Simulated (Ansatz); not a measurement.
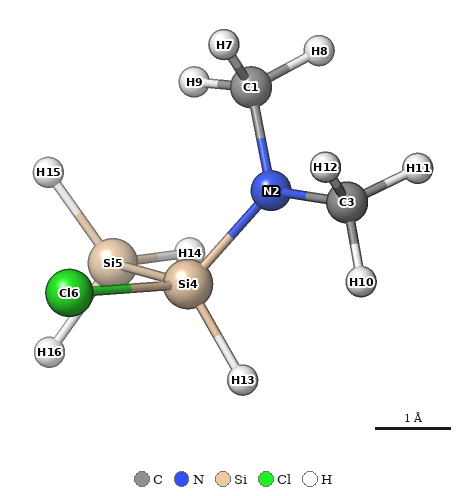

**Figure 1.** The structure (ball-and-stick view, seen at a tilt; atoms are numbered from 1 in the order of the input). Bond lengths as drawn: Cl–Si 2.09 Å, C–H 1.09 to 1.10 Å, C–N 1.44 to 1.45 Å, H–Si 1.48 to 1.49 Å, N–Si 1.70 Å and Si–Si 2.34 Å.

**Two runs on C₂H₁₀ClNSi₂**

System: C₂H₁₀ClNSi₂, SMILES CN(C)[SiH]([SiH3])Cl.
Method of run A: RKS SPW92/def2-TZVPP (Ansatz 0.2.0).

The geometry comes from this level: PBE0-D4/def2-TZVP. Text and figures count atoms from 1; the logs count them from 0 in places.

### The input, run A
```yaml
crystal:
  periodic: [false, false, false]
  atoms:
    - {symbol: C, position_ang: [-0.235076, 0.351061, -1.547249]}
    - {symbol: N, position_ang: [0.063559, -0.596692, -0.499137]}
    - {symbol: C, position_ang: [0.438506, -1.901370, -0.996715]}
    - {symbol: Si, position_ang: [0.470899, -0.106486, 1.080604]}
    - {symbol: Si, position_ang: [-0.845291, 1.688991, 1.795230]}
    - {symbol: Cl, position_ang: [2.446311, 0.543940, 1.283687]}
    - {symbol: H, position_ang: [0.627171, 0.524540, -2.205393]}
    - {symbol: H, position_ang: [-1.063096, -0.012322, -2.167214]}
    - {symbol: H, position_ang: [-0.530490, 1.314858, -1.127020]}
    - {symbol: H, position_ang: [0.623923, -2.587122, -0.168113]}
    - {symbol: H, position_ang: [-0.367867, -2.321612, -1.609340]}
    - {symbol: H, position_ang: [1.345451, -1.861968, -1.615407]}
    - {symbol: H, position_ang: [0.377285, -1.308482, 1.944637]}
    - {symbol: H, position_ang: [-2.294235, 1.374055, 1.666305]}
    - {symbol: H, position_ang: [-0.545816, 2.902769, 0.988451]}
    - {symbol: H, position_ang: [-0.534232, 1.973239, 3.220875]}
basis:
  gaussian: {orbitals: def2-TZVPP}
hamiltonian: {xc: lda}
output: {orbitals: {seedname: orbitals}}
```

Hardware: 8 CPU threads, shared host.

### Output (run A)
```
Functional definition: SPW92
  exchange = slater_x
  correlation = pw_c
1975 factors; their error is unknown
mean field evaluation 1: about -31856.3429 eV, gradient 8.2e1 eV
mean field evaluation 2: about -31781.0796 eV, gradient 1.8e2 eV
mean field evaluation 4: about -31871.4418 eV, gradient 1.6e1 eV
mean field evaluation 8: about -31871.9370 eV, gradient 1.6e-1 eV
mean field evaluation 16: about -31871.8773 eV, gradient 4.5e-4 eV
mean field -31871.87725002 eV, -1171.2698854039 hartree, gradient 6.7e-5 eV, S^2 0.000000; 0 other end points of the search recorded, 0 dependent functions left out
reference -31871.87730319 eV, -1171.2698873580 hartree; 37, 37 occupied and 322, 322 virtual orbitals, 1975 factors
Total energy: -31871.87730319 eV, -1171.2698873580 hartree
```

The input of run B differs as follows (lines with − go, lines with + come):
```diff
-hamiltonian: {xc: lda}
+hamiltonian: {xc: {name: wB97X-V}}
```

Predict how the results change.

The total energies belong to different methods, so their difference says nothing on which is more stable or more accurate. The HOMO goes from −5.70 to −9.23 eV. The LUMO goes from −1.14 to 1.97 eV.

### Output (run B)
```
Functional definition: wB97X-V
  parameter omega = 0.3/bohr
  parameter cx = 0.167
  parameter cx1 = 0.603
  parameter cx2 = 1.194
  parameter css0 = 0.556
  parameter css1 = -0.257
  parameter cos0 = 1.219
  parameter cos1 = -1.850
  parameter b = 6.0
  parameter c = 0.01
  exchange = spin_sum(e_x_unif_sr(omega)*poly(b97_u_x, 1 - cx, cx1, cx2)) + cx*exact_x_sr(omega) + exact_x_lr(omega)
  correlation = spin_sum(e_c_pw_same_spin*poly(b97_u_same, css0, css1))
      + integral(e_c_pw_opposite_spin*poly(b97_u_opposite, cos0, cos1)) + vv10(b, c)
1997 factors; their error is unknown
463 factors; integrals over basis functions are off by at most 1.4e-5 eV
mean field evaluation 1: about -31999.1918 eV, gradient 4.6e1 eV
mean field evaluation 2: about -32000.0118 eV, gradient 4.3e1 eV
mean field evaluation 4: about -32003.8133 eV, gradient 2.2e0 eV
mean field evaluation 8: about -32003.8372 eV, gradient 9.8e-2 eV
mean field evaluation 16: about -32003.8534 eV, gradient 8.9e-5 eV
mean field -32003.85339382 eV, -1176.1199192320 hartree, gradient 2.8e-5 eV, S^2 0.000000; 0 other end points of the search recorded, 0 dependent functions left out
reference -32003.85339119 eV, -1176.1199191352 hartree; 37, 37 occupied and 322, 322 virtual orbitals, 1997 factors
Total energy: -32003.85339119 eV, -1176.1199191352 hartree
```

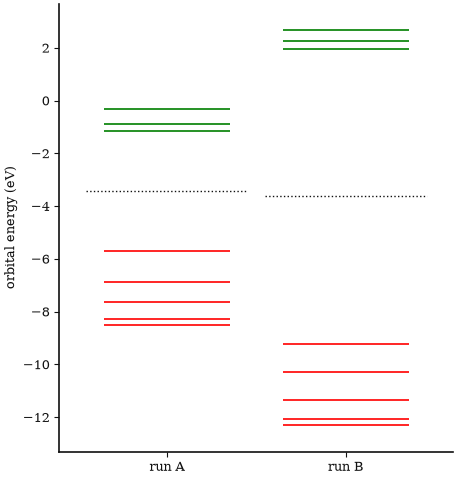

**Figure 2.** The five highest filled and three lowest empty orbital energies of the two runs; the dotted lines part filled from empty levels. The HOMO–LUMO gap is 4.56 eV in run A and 11.21 eV in run B.

### The two runs side by side

| quantity | run A | run B |
| --- | --- | --- |
| outcome | converged | converged |
| total energy (hartree) | −1171.269887 | −1176.119919 |
| HOMO (eV) | −5.70 | −9.23 |
| LUMO (eV) | −1.14 | 1.97 |
| basis functions | 359 | 359 |
| wall time (shared host) | 2.8 s | 16 s |
